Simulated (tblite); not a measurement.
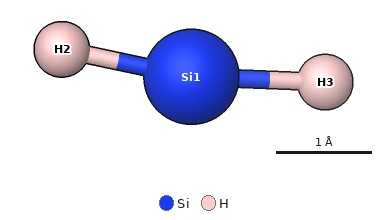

*The input geometry (ball-and-stick view, seen at an oblique angle; atoms are numbered from 1 in the order of the input).*

Bond lengths as drawn: H–Si 1.41 to 1.45 Å.

# Run report: SiH$_{2}$, geometry relaxation

The run: geometry relaxation of SiH$_{2}$, SMILES [SiH2]. Method and program: GFN2-xTB geometry optimisation, gas phase (tblite 0.8.0).

## The input
```
{"job": {"kind": "relax", "xc": "GFN2-xTB", "basis": "xTB"}, "charge": 0, "multiplicity": 1}
Si    -0.459289     0.034767    -0.438626
H     -1.027848     0.916667    -1.375574
H      0.344842    -0.887716     0.339758
```

The first line tells a small driver script what to run in tblite; the rest is the geometry in Å.

Hardware: 1 CPU thread, shared host.

Run as:
```bash
OMP_NUM_THREADS=1 python <driver script> task.json out
```

## What the program printed
```
step      E/eV     max force
  0     -71.00855    2.177
  1     -71.11284    2.320
  2     -71.54242    4.381
  3     -71.87841    4.676
  4     -72.12735    2.944
  5     -72.21106    1.841
  6     -72.29160    1.800
  7     -72.59659    0.769
  8     -72.62030    1.049
  9     -72.64173    0.415
 10     -72.64606    0.240
 11     -72.64676    0.210
 12     -72.64807    0.150
 13     -72.64880    0.080
 14     -72.64899    0.019
 15     -72.64900    0.002
```

## Trajectory as extended XYZ (Å, eV, eV/Å), 16 frames, from step=0 to step=15
```
3
Properties=species:S:1:pos:R:3:forces:R:3 step=0 energy=-71.00855
Si   -0.4593    0.0348   -0.4386   -0.9800  -0.5480   1.8660
H    -1.0278    0.9167   -1.3756    0.7530  -0.0100  -0.7070
H     0.3448   -0.8877    0.3398    0.2270   0.5580  -1.1580
3
Properties=species:S:1:pos:R:3:forces:R:3 step=1 energy=-71.11284
Si   -0.4733    0.0269   -0.4120   -1.7480   0.0950   1.5230
H    -1.0171    0.9165   -1.3857    1.0190  -0.2370  -0.5820
H     0.3481   -0.8797    0.3232    0.7290   0.1420  -0.9410
3
Properties=species:S:1:pos:R:3:forces:R:3 step=2 energy=-71.54242
Si   -0.5531   -0.0010   -0.2881   -3.7800   2.2130  -0.0840
H    -0.9608    0.9123   -1.4327    1.3200  -0.8780   0.2060
H     0.3716   -0.8476    0.2464    2.4600  -1.3350  -0.1220
3
Properties=species:S:1:pos:R:3:forces:R:3 step=3 energy=-71.87841
Si   -0.6408   -0.0220   -0.1682   -3.7980   2.6220  -0.7550
H    -0.9059    0.9063   -1.4755    1.0400  -1.1480   0.9300
H     0.4044   -0.8205    0.1693    2.7580  -1.4740  -0.1750
3
Properties=species:S:1:pos:R:3:forces:R:3 step=4 energy=-72.12735
Si   -0.7324   -0.0394   -0.0507   -2.1630   1.7780  -0.9090
H    -0.8537    0.8958   -1.5082    0.6150  -1.1560   1.3540
H     0.4439   -0.7927    0.0845    1.5480  -0.6220  -0.4440
3
Properties=species:S:1:pos:R:3:forces:R:3 step=5 energy=-72.21106
Si   -0.8077   -0.0482    0.0367   -0.4920   0.9900  -1.1930
H    -0.8106    0.8750   -1.5146    0.2530  -1.0360   1.5010
H     0.4761   -0.7630    0.0035    0.2390   0.0460  -0.3080
3
Properties=species:S:1:pos:R:3:forces:R:3 step=6 energy=-72.29160
Si   -0.8014   -0.0391    0.0153   -0.6140   1.0170  -1.1210
H    -0.8137    0.8618   -1.4895    0.2880  -1.0260   1.4510
H     0.4728   -0.7590   -0.0002    0.3260   0.0090  -0.3300
3
Properties=species:S:1:pos:R:3:forces:R:3 step=7 energy=-72.59659
Si   -0.7958    0.0051   -0.0646   -0.6570   0.3990  -0.0390
H    -0.8134    0.7851   -1.3606    0.3040  -0.3770   0.3420
H     0.4669   -0.7265   -0.0492    0.3530  -0.0220  -0.3030
3
Properties=species:S:1:pos:R:3:forces:R:3 step=8 energy=-72.62030
Si   -0.8268    0.0212   -0.0618   -0.1000  -0.4910   0.9220
H    -0.7915    0.7382   -1.3029    0.1480   0.3930  -0.8040
H     0.4759   -0.6957   -0.1097   -0.0480   0.0970  -0.1170
3
Properties=species:S:1:pos:R:3:forces:R:3 step=9 energy=-72.64173
Si   -0.8533    0.0107   -0.0186    0.3540  -0.0840  -0.2000
H    -0.7741    0.7414   -1.3249   -0.0090  -0.0980   0.1730
H     0.4851   -0.6883   -0.1310   -0.3460   0.1820   0.0270
3
Properties=species:S:1:pos:R:3:forces:R:3 step=10 energy=-72.64606
Si   -0.8415    0.0120   -0.0321    0.1360  -0.0850   0.0120
H    -0.7804    0.7448   -1.3246    0.0560  -0.0510   0.0320
H     0.4796   -0.6930   -0.1178   -0.1930   0.1360  -0.0440
3
Properties=species:S:1:pos:R:3:forces:R:3 step=11 energy=-72.64676
Si   -0.8417    0.0125   -0.0329    0.1170  -0.1020   0.0580
H    -0.7785    0.7424   -1.3224    0.0520  -0.0180  -0.0200
H     0.4779   -0.6912   -0.1192   -0.1690   0.1190  -0.0380
3
Properties=species:S:1:pos:R:3:forces:R:3 step=12 energy=-72.64807
Si   -0.8427    0.0127   -0.0322    0.0630  -0.0940   0.0980
H    -0.7721    0.7371   -1.3197    0.0310   0.0290  -0.0780
H     0.4725   -0.6862   -0.1225   -0.0940   0.0660  -0.0200
3
Properties=species:S:1:pos:R:3:forces:R:3 step=13 energy=-72.64880
Si   -0.8439    0.0120   -0.0299    0.0140  -0.0460   0.0640
H    -0.7661    0.7339   -1.3201    0.0100   0.0300  -0.0600
H     0.4676   -0.6821   -0.1245   -0.0230   0.0160  -0.0040
3
Properties=species:S:1:pos:R:3:forces:R:3 step=14 energy=-72.64899
Si   -0.8444    0.0112   -0.0280   -0.0020  -0.0080   0.0160
H    -0.7637    0.7335   -1.3217    0.0000   0.0100  -0.0170
H     0.4658   -0.6810   -0.1248    0.0020  -0.0020   0.0010
3
Properties=species:S:1:pos:R:3:forces:R:3 step=15 energy=-72.64900
Si   -0.8444    0.0110   -0.0277   -0.0010   0.0000   0.0010
H    -0.7638    0.7340   -1.3223    0.0000   0.0010  -0.0020
H     0.4659   -0.6812   -0.1245    0.0010  -0.0010   0.0000
```

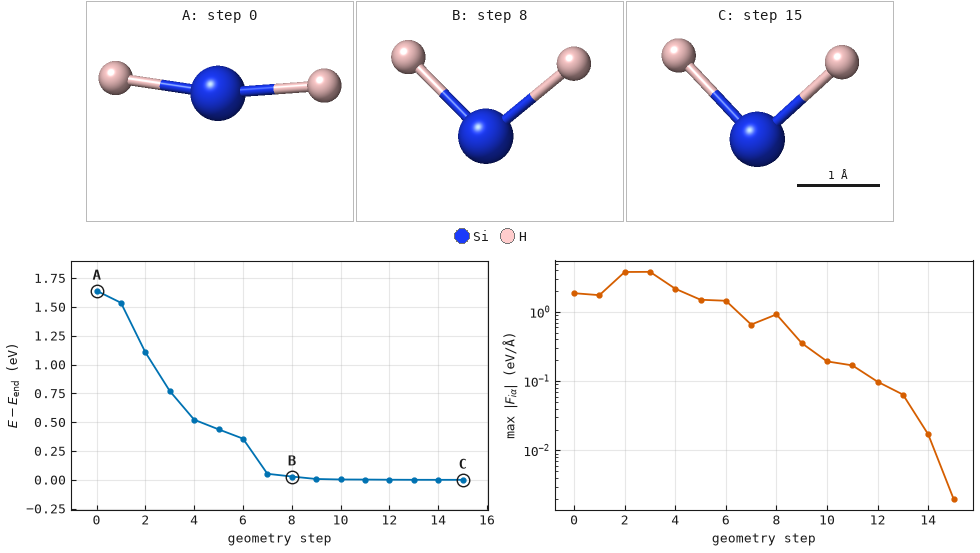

*Frames of the relaxation (ball-and-stick view, seen at a tilt) above the curves, on which the letters mark them (steps are counted from 0).*

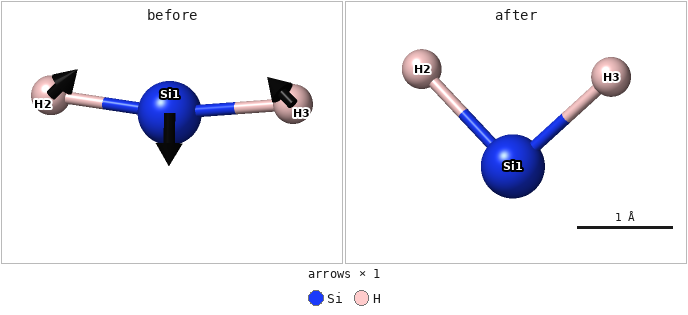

*Before (left) and after (right) the relaxation, at one scale (ball-and-stick view, seen at a tilt). The black arrows give the displacements, at true length.*

The energy falls by 1.640 eV in 15 geometry steps. Largest force component: 1.9 eV/Å at the start, 0.002 eV/Å at the end. The largest move after the best rigid fit is that of Si1, 0.56 Å. By element the largest moves are Si 0.56 Å, H 0.42 Å. Distances before and after: Si1–H2 1.407 → 1.485 Å, Si1–H3 1.450 → 1.485 Å. Among the angles that change: H2–Si1–H3 168.6° → 97.0°. (Atoms are counted from 1 in the order of the input.)

## Summary

```csv
quantity,value
outcome,converged
total energy,−72.6490 eV
peak memory,0.18 GiB
```
